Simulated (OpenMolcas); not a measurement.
How basis sets differ on Si2NH6 (SMILES [SiH2]N[SiH3])

Si2NH6: 9 atoms, total charge 0, spin state doublet. SMILES: `[SiH2]N[SiH3]`. The coordinates come from a PBE0-D4/def2-TZVP relaxation. This is one conformer, not always the lowest.

```tsv
atom	x (Å)	y (Å)	z (Å)
Si	-1.2009	0.9253	-0.9484
N	0.1969	0.6258	0.0252
Si	0.6117	-0.8205	0.8802
H	-1.6165	-0.3720	-1.5545
H	-0.8429	1.9134	-2.0109
H	0.7641	1.4393	0.2222
H	1.9826	-1.2765	0.5254
H	-0.3782	-1.8534	0.4885
H	0.5716	-0.6277	2.3554
```

Quantity: the dipole moment, in D. The values are calculated.

```tsv
level	kind	program	value (D)
ROHF/ANO-RCC-MB (DKH2)	Hartree–Fock	OpenMolcas	0.99
ROHF/STO-3G (RICD fitting)	Hartree–Fock	OpenMolcas	0.96
UHF/STO-3G	Hartree–Fock	OpenMolcas	0.95
UHF/3-21G	Hartree–Fock	OpenMolcas	1.02
UHF/cc-pVDZ	Hartree–Fock	OpenMolcas	0.98
```

The values span 0.95 to 1.02 D. Magnitudes only. Sets without polarisation functions give poor dipoles.

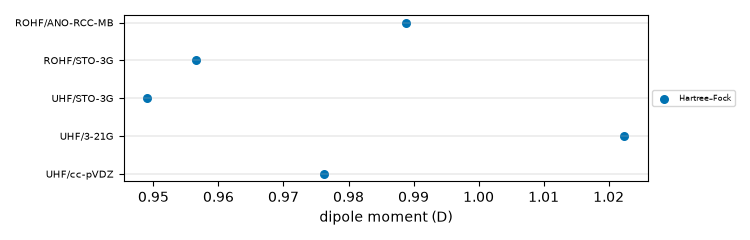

The values of the table, level by level.
